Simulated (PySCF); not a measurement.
# C5H8Si: the cost of one run

Programs: PySCF 2.14.0, with density-fitted response routines of our own. Each step states its level of theory. These are calculated values for one molecule in the gas phase, unless marked as measured. Atoms count from 0, in the outputs and in this text.

## Step 1: The starting structure

14 atoms, charge 0, multiplicity 1; geometry from: PBE0-D3(BJ)/def2-SVP.

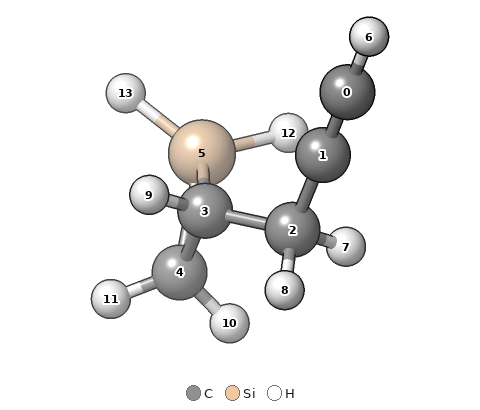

As it starts; carbon grey, silicon light orange, hydrogen white, atoms numbered.

## Step 2: Shielding tensors: PBE0/6-31G*

The job: settings as JSON, then the geometry in Å.

```
{"job": {"kind": "nmr", "xc": "PBE0", "basis": "6-31G*", "pop": true}, "charge": 0, "multiplicity": 1}
C      3.002782    -0.593585     0.653275
C      1.804313    -0.564860     0.823948
C      0.359755    -0.516950     1.013106
C     -0.323838     0.560025     0.187473
C     -1.846870     0.472563     0.006361
Si    -0.872771     0.275281    -1.572676
H      4.066118    -0.618348     0.503980
H     -0.065177    -1.506520     0.766367
H      0.141017    -0.360700     2.085944
H      0.047981     1.568256     0.409907
H     -2.330715    -0.418248     0.425119
H     -2.425391     1.384604     0.188460
H     -0.740648    -1.088935    -2.142066
H     -0.820867     1.391702    -2.547975
```

Method: GIAO PBE0/6-31G* NMR shielding, non-relativistic, gas phase.

On the command line:

```sh
> OMP_NUM_THREADS=1 python probes_run.py task.json out
```

This one command runs all jobs of the session in turn.

Q: Estimate the wall time and peak memory of this first job on 1 thread of Arm Neoverse V1, shared host.

About 12 s, with a peak of 0.59 GiB.
